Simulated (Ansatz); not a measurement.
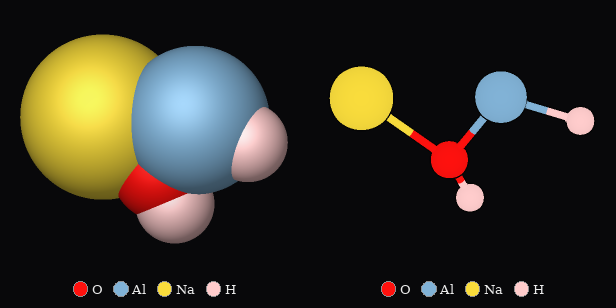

The same structure drawn twice, from different directions.

What is the molecular formula?

AlH2NaO, 5 atoms: 1 aluminium, 2 hydrogen, 1 sodium and 1 oxygen.

How many atoms are distinct by symmetry?

5: 1 O, 1 Al, 1 Na, 1 H, 1 H.

Which point group does it belong to?

Cs.

How many bonds of each kind are drawn?

1 Al–O, 1 O–H, 1 Na–O, 1 Al–H. Sticks follow a distance rule.

The parts below concern this one geometry. Atoms keep their numbers from picture to picture. The computed structure is the end point of a PBE0-D4/def2-TZVP optimisation. No frequency run is at hand to confirm it as a minimum.

## Shape

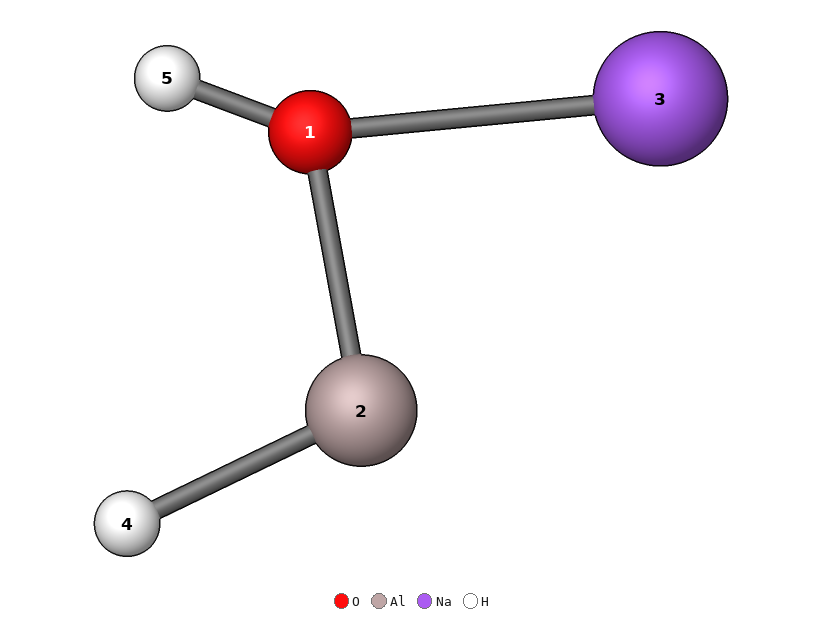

The atoms are numbered. No frequency run is at hand to confirm it as a minimum.

List the bonds and their lengths.

| bond | length (Å) |
| --- | --- |
| O1–Al2 | 1.808 |
| O1–Na3 | 2.205 |
| O1–H5 | 0.960 |
| Al2–H4 | 1.638 |

## Dipole moment

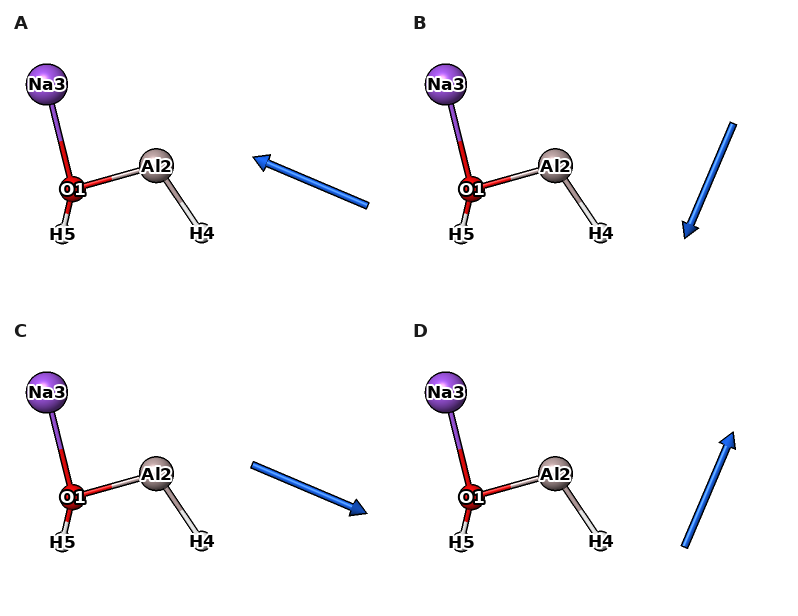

The same molecule four times, each with an arrow. No frequency run is at hand to confirm it as a minimum. Properties computed with RKS PBE0-D4/def2-TZVP (Ansatz 0.2.0).

Which arrow points along the dipole moment, from the negative to the positive end?

A. The dipole moment is 6.13 D; it points from the side of H4 to the side of Na3 (the outermost atoms at the two ends).

## Charges

The questions are on Mulliken charges. No frequency run is at hand to confirm it as a minimum. Properties computed with RKS PBE0-D4/def2-TZVP (Ansatz 0.2.0).

List the Mulliken charges.

| atom | value (e) |
| --- | --- |
| O1 | −0.68 |
| Al2 | −0.02 |
| Na3 | 0.55 |
| H4 | −0.15 |
| H5 | 0.30 |

## Electronic properties

No frequency run is at hand to confirm it as a minimum. Level of theory: RKS PBE0-D4/def2-TZVPP (Ansatz 0.2.0).

Predict the main results.

- HOMO energy (Kohn–Sham orbital): −4.33 eV
- LUMO energy (Kohn–Sham orbital): −1.35 eV
- HOMO–LUMO gap: 2.98 eV

Mulliken values depend strongly on the basis set and can even reverse the polarity of a bond.
